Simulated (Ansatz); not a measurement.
# SiH5 (doublet): one geometry, many settings at distance Si1–H5 along a hydrogen transfer = 1.755 Å

What do other methods and options give for SiH5 (doublet) at this geometry, and how long do they take?

Method: the settings change from run to run; program: Ansatz 0.2.0, Gaussian basis.

13 further runs of the same task are left out: 2 that didn't finish, 11 set aside as unsound or not needed.

### Step 1. What is computed

The geometry derives from fragments relaxed apart (PBE0/def2-TZVP) and kept rigid, so it is no stationary point. A hydrogen atom is moved between rigid fragments.

6 atoms, charge 0, spin multiplicity 2.

Atoms are counted from 1 here; the program's logs count them from 0.

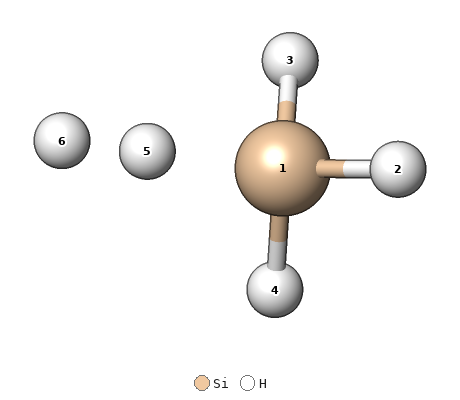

The geometry (silicon light orange, hydrogen white); atoms are numbered from 1 in the order of the file.

### Step 2. CCSDT on ROHF/STO-3G

Input file in.yaml:

```yaml
crystal:
  periodic: [false, false, false]
  atoms:
    - {symbol: Si, position_ang: [-0.095252, 0.000000, 0.000000]}
    - {symbol: H, position_ang: [-0.590124, 1.399708, 0.000000]}
    - {symbol: H, position_ang: [-0.590123, -0.699854, 1.212183]}
    - {symbol: H, position_ang: [-0.590124, -0.699854, -1.212183]}
    - {symbol: H, position_ang: [1.659748, 0.000000, 0.000000]}
    - {symbol: H, position_ang: [2.764748, 0.000000, 0.000000]}
basis:
  gaussian: {orbitals: STO-3G}
magnetization: {spin_polarized: false, initial_magnetization: 1}
correlation: {method: ccsdt, electrons: outside_noble_gas}
scf: {lower_state_search: off}
```

Run with:

```
> ansatz run in.yaml --threads 1 --pin off --events-out ev --progress --plain --max-ram 2393MiB
```

What it wrote, cut to the lines that bear on the results:

```text
Functional definition: HF
  name "HF"
  cite "Fock, Z. Phys. 61, 126 (1930) doi:10.1007/BF01340294"
  parent pbe
[...]
220 factors; integrals over basis functions are off by at most 3.6e-8 eV
[...]
mean field -7845.80419016 eV, -288.3279859114 hartree, gradient 2.9e-6 eV, S^2 0.750000; 0 other end points of the search recorded, 0 dependent functions left out
5 core orbitals not correlated: weight in the atoms' cores, before any rotation towards them, 1.000 or more for the frozen orbitals, at most 0.000 for the correlated occupied ones
reference -7845.80419016 eV, -288.3279859114 hartree; 5, 4 occupied and 4, 5 virtual orbitals, 220 factors
second order -1.46687795 eV of doubles, -0.14265798 eV of singles
cycle   1  -2.17564828 eV  change   -5.6e-1 eV  update   6.9e-2
[...]
cycle  11  -2.55930996 eV  change   -1.1e-7 eV  update   8.6e-7
Total energy: -7848.36350012 eV, -288.4220388177 hartree
Checks for a lower state left out: stability, starts, cluster_reference, orbital_swaps, neighbouring_geometries, increment
```

Wall time 0.42 s (1 thread of Intel Xeon 6975P-C, shared host).

From the report: correlation -2.5593 eV; T1 0.029; largest double amplitude 0.11.

### Step 3. BCCD on UHF/6-31G

in.yaml, as its differences from that of step 2:

```diff
@@ -10,5 +10,5 @@
 basis:
-  gaussian: {orbitals: STO-3G}
-magnetization: {spin_polarized: false, initial_magnetization: 1}
-correlation: {method: ccsdt, electrons: outside_noble_gas}
-scf: {lower_state_search: off}
+  gaussian: {orbitals: 6-31G}
+magnetization: {spin_polarized: true, initial_magnetization: 1}
+correlation: {method: bccd, electrons: outside_noble_gas}
+output: {forces: true}
```

The command is unchanged.

What it wrote, cut to the lines that bear on the results:

```text
Functional definition: HF
  name "HF"
  cite "Fock, Z. Phys. 61, 126 (1930) doi:10.1007/BF01340294"
  parent pbe
[...]
300 factors; integrals over basis functions are off by at most 6.4e-4 eV
[...]
mean field -7936.24077346 eV, -291.6514690473 hartree, gradient 6.5e-6 eV, S^2 0.794921; 0 other end points of the search recorded, 0 dependent functions left out
5 core orbitals not correlated: weight in the atoms' cores, before any rotation towards them, 1.000 or more for the frozen orbitals, at most 0.000 for the correlated occupied ones
reference -7936.24077346 eV, -291.6514690473 hartree; 5, 4 occupied and 13, 14 virtual orbitals, 300 factors
second order -1.76469706 eV of doubles, -0.00000000 eV of singles
cycle   1  -2.24496201 eV  change   -4.8e-1 eV  update   6.0e-2
[...]
cycle  11  -2.53878727 eV  change   -3.8e-6 eV  update   2.6e-6
[...]
Total energy: -7938.77956072 eV, -291.7447677585 hartree
Atom 0 at    -0.095252     0.000000     0.000000 Å, force     0.521758    -0.000001    -0.000000 eV/Å
Atom 1 at    -0.590124     1.399708     0.000000 Å, force    -0.117038     0.553883     0.000000 eV/Å
Atom 2 at    -0.590123    -0.699854     1.212183 Å, force    -0.117038    -0.276941     0.479675 eV/Å
Atom 3 at    -0.590124    -0.699854    -1.212183 Å, force    -0.117038    -0.276941    -0.479675 eV/Å
Atom 4 at     1.659748     0.000000     0.000000 Å, force     0.651250     0.000000    -0.000000 eV/Å
Atom 5 at     2.764748     0.000000     0.000000 Å, force    -0.821895    -0.000000     0.000000 eV/Å
Dipole moment:    -0.072833    -0.000000     0.000000 e Å
```

It took 0.45 s on 1 thread of Intel Xeon 6975P-C, shared host.

From the report: ⟨S²⟩ of the determinant 0.795 (pure doublet: 0.75); correlation -2.5388 eV; largest double amplitude 0.07.

### Step 4. BCCD(T) on ROHF/6-31G

in.yaml, as its differences from that of step 3:

```diff
@@ -11,4 +11,4 @@
   gaussian: {orbitals: 6-31G}
-magnetization: {spin_polarized: true, initial_magnetization: 1}
-correlation: {method: bccd, electrons: outside_noble_gas}
-output: {forces: true}
+magnetization: {spin_polarized: false, initial_magnetization: 1}
+correlation: {method: bccd_t, electrons: outside_noble_gas}
+accuracy: high
```

Same command.

What it wrote, cut to the lines that bear on the results:

```text
Functional definition: HF
  name "HF"
  cite "Fock, Z. Phys. 61, 126 (1930) doi:10.1007/BF01340294"
  parent pbe
[...]
536 factors; integrals over basis functions are off by at most 4.9e-9 eV
[...]
mean field -7936.00016155 eV, -291.6426267228 hartree, gradient 2.1e-8 eV, S^2 0.750000; 0 other end points of the search recorded, 0 dependent functions left out
5 core orbitals not correlated: weight in the atoms' cores, before any rotation towards them, 1.000 or more for the frozen orbitals, at most 0.000 for the correlated occupied ones
reference -7936.00016155 eV, -291.6426267228 hartree; 5, 4 occupied and 13, 14 virtual orbitals, 536 factors
second order -1.86981773 eV of doubles, -0.10480954 eV of singles
cycle   1  -2.51024949 eV  change   -5.3e-1 eV  update   6.5e-2
[...]
cycle  22  -2.77943350 eV  change  -4.5e-12 eV  update  3.3e-10
perturbative correction -0.02974471 eV, -0.0010930978 hartree
Total energy: -7938.80933976 eV, -291.7458621178 hartree
```

Wall time 0.6 s (1 thread of Intel Xeon 6975P-C, shared host).

From the report: correlation -2.8092 eV; largest double amplitude 0.07.

### Step 5. CISDTQ/STO-3G

in.yaml, as its differences from that of step 4:

```diff
@@ -10,5 +10,6 @@
 basis:
-  gaussian: {orbitals: 6-31G}
+  gaussian: {orbitals: STO-3G}
 magnetization: {spin_polarized: false, initial_magnetization: 1}
-correlation: {method: bccd_t, electrons: outside_noble_gas}
-accuracy: high
+correlation: {active_space: {ras: {orbitals: [4, 1, 4], electrons: 9, max_holes: 4, max_particles: 4}, fixed_orbitals: true}}
+scf: {lower_state_search: full}
+output: {forces: true}
```

The command is unchanged.

What it wrote, cut to the lines that bear on the results:

```text
Functional definition: HF
  name "HF"
  cite "Fock, Z. Phys. 61, 126 (1930) doi:10.1007/BF01340294"
  parent pbe
[...]
154 factors; integrals over basis functions are off by at most 4.0e-5 eV
[...]
mean field -7845.80408854 eV, -288.3279821767 hartree, gradient 2.7e-6 eV, S^2 0.750000; 3 other end points of the search recorded, 0 dependent functions left out
reference -7845.80408854 eV, -288.3279821767 hartree; 10, 9 occupied and 4, 5 virtual orbitals, 154 factors
state -7848.36148584 eV, -288.4219647940 hartree
[...]
Total energy: -7848.36148584 eV, -288.4219647940 hartree
Atom 0 at    -0.095252     0.000000     0.000000 Å, force     0.453986    -0.000001    -0.000000 eV/Å
Atom 1 at    -0.590124     1.399708     0.000000 Å, force     0.242426    -0.788815    -0.000000 eV/Å
Atom 2 at    -0.590123    -0.699854     1.212183 Å, force     0.242426     0.394408    -0.683136 eV/Å
Atom 3 at    -0.590124    -0.699854    -1.212183 Å, force     0.242426     0.394408     0.683136 eV/Å
Atom 4 at     1.659748     0.000000     0.000000 Å, force     0.581480     0.000000    -0.000000 eV/Å
Atom 5 at     2.764748     0.000000     0.000000 Å, force    -1.762743    -0.000000     0.000000 eV/Å
Dipole moment:    -0.012619    -0.000000     0.000000 e Å
```

It took 0.27 s on 1 thread of Intel Xeon 6975P-C, shared host.

From the report: 4,777 determinants.

### Step 6. NEVPT2(3,6)/cc-pVDZ

in.yaml, as its differences from that of step 5:

```diff
@@ -10,6 +10,4 @@
 basis:
-  gaussian: {orbitals: STO-3G}
+  gaussian: {orbitals: cc-pVDZ}
 magnetization: {spin_polarized: false, initial_magnetization: 1}
-correlation: {active_space: {ras: {orbitals: [4, 1, 4], electrons: 9, max_holes: 4, max_particles: 4}, fixed_orbitals: true}}
-scf: {lower_state_search: full}
-output: {forces: true}
+correlation: {method: sc_nevpt2, electrons: outside_noble_gas, active_space: {window: {electrons: 3, orbitals: 6}}}
```

Same command.

What it wrote, cut to the lines that bear on the results:

```text
Functional definition: HF
  name "HF"
  cite "Fock, Z. Phys. 61, 126 (1930) doi:10.1007/BF01340294"
  parent pbe
[...]
397 factors; integrals over basis functions are off by at most 1.2e-3 eV
[...]
mean field -7937.78802676 eV, -291.7083295575 hartree, gradient 8.6e-7 eV, S^2 0.750000; 0 other end points of the search recorded, 0 dependent functions left out
reference -7937.78802676 eV, -291.7083295575 hartree; 10, 9 occupied and 33, 34 virtual orbitals, 397 factors
state -7938.85713928 eV, -291.7476187180 hartree
state -7938.85713928 eV, -291.7476187180 hartree; corrected -7941.52841975 eV, -291.8457864644 hartree
state -7938.58202749 eV, -291.7375085459 hartree
state -7938.58202749 eV, -291.7375085459 hartree; corrected -7941.39570191 eV, -291.8409091739 hartree
state -7938.85713928 eV, -291.7476187180 hartree; corrected -7941.52841975 eV, -291.8457864644 hartree
Total energy: -7941.52841975 eV, -291.8457864644 hartree
```

Wall time 0.97 s (1 thread of Intel Xeon 6975P-C, shared host).

From the report: 55 determinants; active occupations 1.95, 1.00, 0.03, 0.01, 0.00, 0.00.

### Step 7. CCSD(T) on ROHF/6-31G

in.yaml, as its differences from that of step 6:

```diff
@@ -10,4 +10,6 @@
 basis:
-  gaussian: {orbitals: cc-pVDZ}
+  gaussian: {orbitals: 6-31G}
 magnetization: {spin_polarized: false, initial_magnetization: 1}
-correlation: {method: sc_nevpt2, electrons: outside_noble_gas, active_space: {window: {electrons: 3, orbitals: 6}}}
+correlation: {method: ccsd_t, electrons: all}
+accuracy: high
+output: {forces: true}
```

Same command.

What it wrote, cut to the lines that bear on the results:

```text
Functional definition: HF
  name "HF"
  cite "Fock, Z. Phys. 61, 126 (1930) doi:10.1007/BF01340294"
  parent pbe
[...]
536 factors; integrals over basis functions are off by at most 4.9e-9 eV
[...]
mean field -7936.00016155 eV, -291.6426267228 hartree, gradient 2.1e-8 eV, S^2 0.750000; 0 other end points of the search recorded, 0 dependent functions left out
reference -7936.00016155 eV, -291.6426267228 hartree; 10, 9 occupied and 13, 14 virtual orbitals, 536 factors
second order -1.96893294 eV of doubles, -0.10483293 eV of singles
cycle   1  -2.57514338 eV  change   -5.0e-1 eV  update   6.3e-2
[...]
cycle  20  -2.86762182 eV  change  -5.6e-10 eV  update  9.4e-10
perturbative correction -0.03485025 eV, -0.0012807231 hartree
[...]
Total energy: -7938.90263362 eV, -291.7492906040 hartree
Atom 0 at    -0.095252     0.000000     0.000000 Å, force     0.531539    -0.000001    -0.000000 eV/Å
Atom 1 at    -0.590124     1.399708     0.000000 Å, force    -0.121805     0.567357     0.000000 eV/Å
Atom 2 at    -0.590123    -0.699854     1.212183 Å, force    -0.121805    -0.283678     0.491344 eV/Å
Atom 3 at    -0.590124    -0.699854    -1.212183 Å, force    -0.121805    -0.283678    -0.491344 eV/Å
Atom 4 at     1.659748     0.000000     0.000000 Å, force     0.655451     0.000000    -0.000000 eV/Å
Atom 5 at     2.764748     0.000000     0.000000 Å, force    -0.821575    -0.000000     0.000000 eV/Å
Dipole moment:    -0.072714    -0.000000     0.000000 e Å
```

Wall time 1.5 s (1 thread of Intel Xeon 6975P-C, shared host).

From the report: correlation -2.9025 eV; T1 0.020; largest double amplitude 0.07.

### Step 8. HF/6-31G*

in.yaml, as its differences from that of step 7:

```diff
@@ -10,6 +10,6 @@
 basis:
-  gaussian: {orbitals: 6-31G}
+  gaussian: {orbitals: "6-31G*"}
 magnetization: {spin_polarized: false, initial_magnetization: 1}
-correlation: {method: ccsd_t, electrons: all}
-accuracy: high
-output: {forces: true}
+hamiltonian: {xc: hf}
+scf: {lower_state_search: off}
+output: {orbitals: {seedname: orbitals}}
```

Launched as before.

What it wrote:

```text
Functional definition: HF
  name "HF"
  cite "Fock, Z. Phys. 61, 126 (1930) doi:10.1007/BF01340294"
  parent pbe
  exchange = exact_x
  correlation = 0
these checks for a lower state are left out or cut short: stability, starts, cluster_reference, orbital_swaps, neighbouring_geometries, increment
325 factors; integrals over basis functions are off by at most 7.7e-4 eV
mean field evaluation 1: about -7936.4713 eV, gradient 8.9e0 eV
mean field evaluation 2: about -7936.4932 eV, gradient 9.0e0 eV
mean field evaluation 4: about -7937.1614 eV, gradient 9.0e-1 eV
mean field evaluation 8: about -7937.1984 eV, gradient 3.3e-1 eV
mean field -7937.20447881 eV, -291.6868845657 hartree, gradient 2.4e-6 eV, S^2 0.750000; 0 other end points of the search recorded, 0 dependent functions left out
reference -7937.20447881 eV, -291.6868845657 hartree; 10, 9 occupied and 19, 20 virtual orbitals, 325 factors
Total energy: -7937.20447881 eV, -291.6868845657 hartree
Checks for a lower state left out: stability, starts, cluster_reference, orbital_swaps, neighbouring_geometries, increment
```

It took 0.12 s on 1 thread of Intel Xeon 6975P-C, shared host.

### Step 9. The runs in one table

Where basis and cores are those of an earlier RCCSDTQ/6-31G run (-7938.8222 eV), and the state is the same kind, the miss against it is given.

```
                level         correlated  functions  energy (eV)  from RCCSDTQ (meV)    time
 CCSDT on ROHF/STO-3G  outside noble gas         14   -7848.3635                      0.42 s
    BCCD on UHF/6-31G  outside noble gas         23   -7938.7796                42.7  0.45 s
BCCD(T) on ROHF/6-31G  outside noble gas         23   -7938.8093                12.9   0.6 s
        CISDTQ/STO-3G            valence         14   -7848.3615                      0.27 s
  NEVPT2(3,6)/cc-pVDZ  outside noble gas         43   -7941.5284                      0.97 s
CCSD(T) on ROHF/6-31G                all         23   -7938.9026                       1.5 s
            HF/6-31G*                            29   -7937.2045                      0.12 s
```

### Step 10. Summary of results

| quantity | value |
| --- | --- |
| runs | 7 |
| quickest | HF/6-31G*, 0.12 s |
| slowest | CCSD(T) on ROHF/6-31G, 1.5 s |

What this shows: Total energies in different bases, with other cores or another treatment of relativity can't be set against each other. CCSD(T) on ROHF/6-31G took 13 times as long as HF/6-31G*; the jobs differ in more than the method. Among the correlated runs with a miss given, it spans +13 to +43 meV.
